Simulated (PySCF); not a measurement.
## A study: ClH3O3Ti, SMILES `O[Ti](O)(O)Cl`

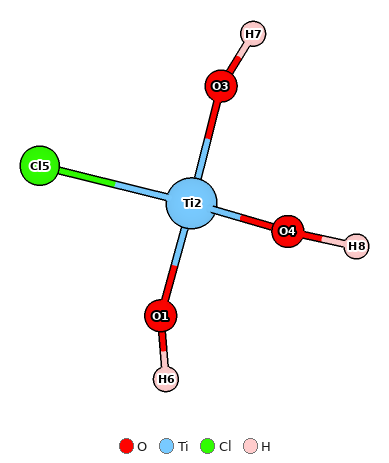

The molecule, with its atoms numbered as below. No frequency check shows the geometry to be a minimum.

Coordinates in Å:

```
O1      -0.7951    1.5689    0.4684
Ti2     -0.3465   -0.0002    0.0003
O3      -0.7916   -0.3775   -1.5944
O4      -0.7967   -1.1907    1.1226
Cl5      1.7980   -0.0001    0.0016
H6      -1.2932    2.3380    0.7474
H7      -1.2879   -0.5195   -2.4013
H8      -1.2955   -1.8176    1.6477
```

## 1. Bonding charge

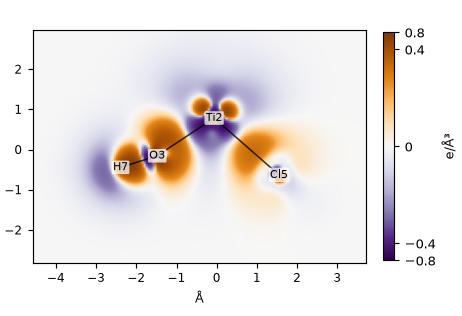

Deformation density (molecule less spherical, spin-averaged free atoms) in the plane of Ti2, O3, Cl5 and H7; colour scale in e/Å³, logarithmic beyond ±0.1; orange: gain, purple: loss.

PySCF calculation, PBE/def2-TZVP, gas phase; geometry: GFN2-xTB. This is a single-reference result, which may miss multireference character in this system.

**Describe the bonding that the map shows.**

O3–H7: +0.74 e/Å³ at the bond critical point (bond length 0.96 Å, Mayer order 0.9). Ti2–Cl5: +0.14 e/Å³ at the bond critical point (bond length 2.14 Å, Mayer order 1.0). Ti2–O3: +0.09 e/Å³ at the bond critical point (bond length 1.70 Å, Mayer order 1.1); up to 0.6 Å beside the axis the gain reaches +0.29 e/Å³. In all, 1.8 electrons gather in the regions of gain relative to the promolecule. A small or negative value marks a very polar bond, one between electron-rich atoms, whose free-atom densities already overlap strongly, a long bond to a heavier atom, or a closed-shell contact such as a hydrogen bond.

**Where do the Hirshfeld charges lie?**

The highest Hirshfeld charge is on Ti2 (+0.53 e), the lowest on O1, O3 and O4 (−0.30 e).

## 2. Local ionisation energy

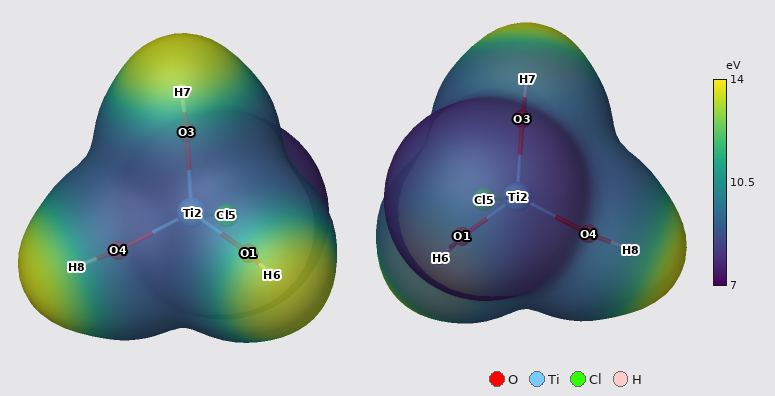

Average local ionisation energy on the surface of electron density 0.001 a.u. (back view left, front view right).

**Where are the most loosely bound electrons on this surface?**

The lowest value is 7.8 eV, 2.1 Å from Cl5, and at like points elsewhere. Further minima include 8.7 eV, off the Ti2–O3 bond (2.1 to 2.2 Å from its atoms). For comparison, the highest occupied orbital lies at −6.8 eV.

## 3. In an electric field

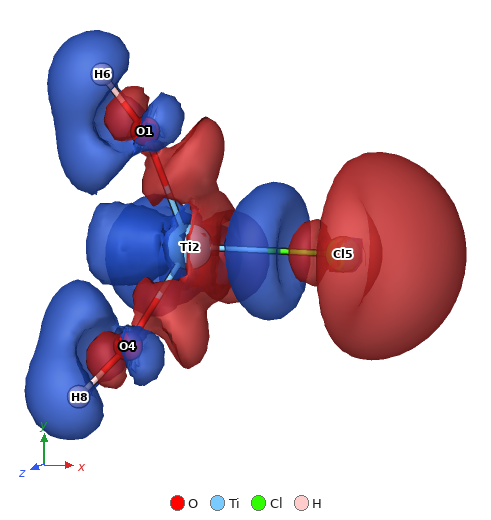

Change of the electron density in a uniform field of 0.21 V/Å, surfaces at ±0.0015 e/Å³ (red: gain, blue: loss).

Method: PBE/def2-TZVP; geometry: GFN2-xTB; program: PySCF. This is a single-reference result, which may miss multireference character in this system. A basis without diffuse functions makes polarisabilities too small.

The field was applied in both directions; the picture shows the one opposite to the script's first.

**Along which Cartesian direction does the field point?**

Along −x: electrons gather on the +x side, against the field.

**How large is the response?**

The induced dipole is 0.65 D (along the field); α along this axis, from the fields in both directions, is 64 bohr³ (9.5 Å³).
